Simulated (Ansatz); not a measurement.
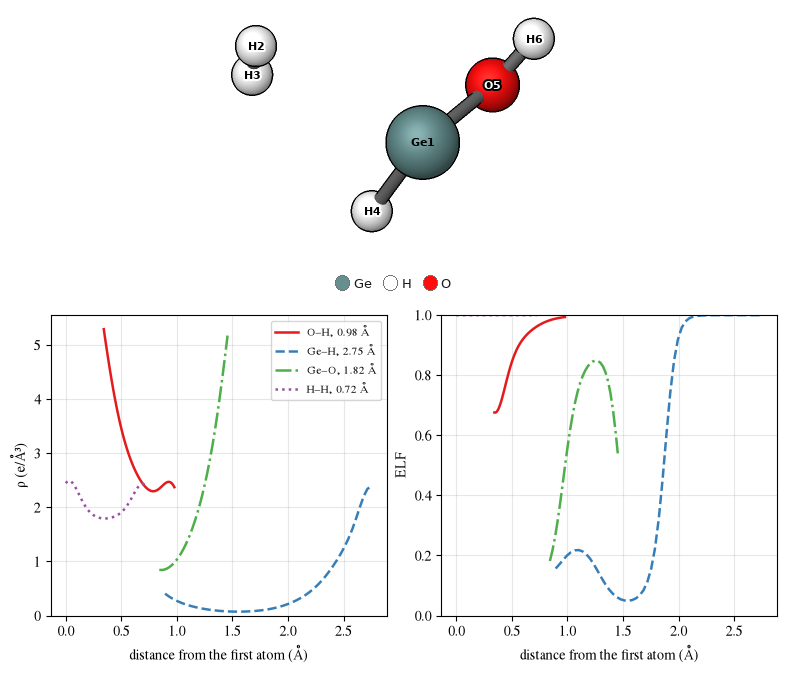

The picture shows: GeH2O···H2. Electron density and electron localisation function along straight lines between neighbouring atoms. The curves leave out the atomic cores. The structure is drawn too.

Not at a stationary point (largest force 1.9 eV/Å).

All numbers below come from RKS PBE-D4/def2-SVP (Ansatz 0.2.0).

Input

```
crystal:
  periodic: [false, false, false]
  atoms:
    - { symbol: Ge, position_ang: [0.0, 0.0, 0.0] }
    - { symbol: H, position_ang: [1.0763, 0.0, 1.3798] }
    - { symbol: H, position_ang: [1.6596, 0.0, 0.5553] }
    - { symbol: H, position_ang: [-0.73, 1.2648, -0.5162] }
    - { symbol: O, position_ang: [-0.8337, -1.4443, -0.5894] }
    - { symbol: H, position_ang: [-1.2883, -1.91, 0.183] }
basis:
  gaussian: { orbitals: def2-SVP }
hamiltonian:
  xc: pbe
  dispersion: d4
relax:
  f_tol: 0.15
  max_steps: 25
  restrain:
    - { distance: [1, 2], at: 0.66, k: 30.0 }
    - { distance: [0, 1], at: 2.75, k: 30.0 }
    - { distance: [0, 2], at: 2.75, k: 30.0 }
output:
  orbitals: {}
```

Run with:

```sh
ansatz run input.yaml --threads 1 --pin off --max-ram 2048MiB --backend cpu --events-out ev --progress --plain --runs-dir out
```

The fields are those of the run's last geometry, not of the input's.

> What can be read from the curves?

O–H (0.98 Å): ρ is about 3.6 e/Å³ halfway; the ELF climbs to about 1 towards the hydrogen, as it does in any bond to H (an ordinary covalent bond to hydrogen).
Ge1···H3 (2.75 Å): the density falls to about 0.07 e/Å³ on the way; the ELF dips to about 0.05 between them.
Ge–O (1.82 Å): ρ at the midpoint is about 0.87 e/Å³; the ELF peaks at about 0.85 in the valence shell of O, 0.6 Å from its nucleus, and is about 0.30 at the midpoint.
H–H (0.72 Å): ρ at the midpoint is about 1.8 e/Å³; the ELF is about 1 at the midpoint; a covalent bond by its length.
